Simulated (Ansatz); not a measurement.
System: CaZr$_{2}$N$_{2}$.

Input

```
crystal:
  lattice:
    - [3.4010326156, 0.0, 0.0]
    - [0.0, 3.4010326156, 0.0]
    - [0.0, 0.0, 8.7417004045]
  atoms:
    - { symbol: Ca, position: [0.0, 0.0, 0.5] }
    - { symbol: Zr, position: [0.5, 0.5, 0.8118099783] }
    - { symbol: Zr, position: [0.5, 0.5, 0.1881900217] }
    - { symbol: "N", position: [0.0, 0.5, 0.3162051478] }
    - { symbol: "N", position: [0.5, 0.0, 0.6837948522] }
basis:
  ecutwfc: 420
kpoints:
  mp_grid: { grid: [12, 12, 4] }
hamiltonian:
  xc: pbe
scf:
  occupations: { method: gaussian, width: 0.1 }
output:
  forces: true
  stress: true
  eigenvalues: true
  write_density: true
  write_potential: true
  elf: true
  volumetric_format: npy
relax:
  adjacent_minimum: "off"
  f_tol: 0.01
  max_steps: 80
  cell: { stress_tol: 0.05 }
```

Run with:

```sh
ansatz run input.yaml --threads 1 --pin off --max-ram 2560MiB --backend cpu --events-out ev --progress --plain --runs-dir out
```

Below, planes, directions and counts refer to the conventional cell (a = 3.40 Å, b = 3.40 Å, c = 8.73 Å, α = 90.00°, β = 90.00°, γ = 90.00°).

The fields are those of the run's last geometry, not of the input's.

Space group P-4m2; a structure generated by program, which may or may not match a known phase.

Computed with DFT PBE, scalar-relativistic, plane waves, PAW in Ansatz.

What will maps of the valence pseudo-density and electron localisation function show?

Ca–N (2.34 Å): the density is about 0.31 e/Å³ at the midpoint; the ELF peaks at about 0.80 in the valence shell of N, 0.7 Å from its nucleus, and is about 0.10 at the midpoint (no localised pair shows between them).
The ELF has a maximum of about 0.70 in the space between the atoms, 2.2 Å from four Zr atoms, on no atom or two-centre bond.

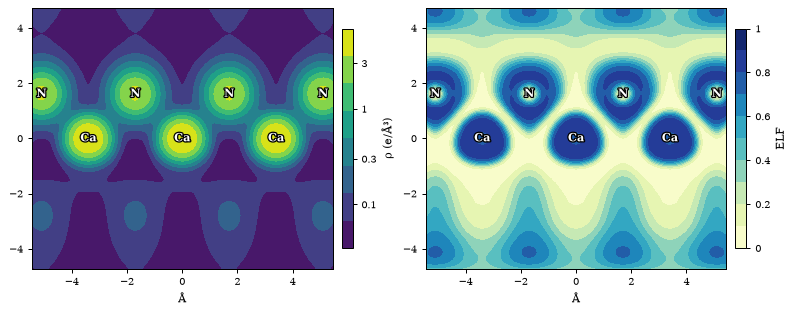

Computed valence pseudo-density and electron localisation function on the (010) plane of the conventional cell, in this order. 

Core electrons are frozen (PAW), and the valence fields are smoothed inside the atomic spheres.
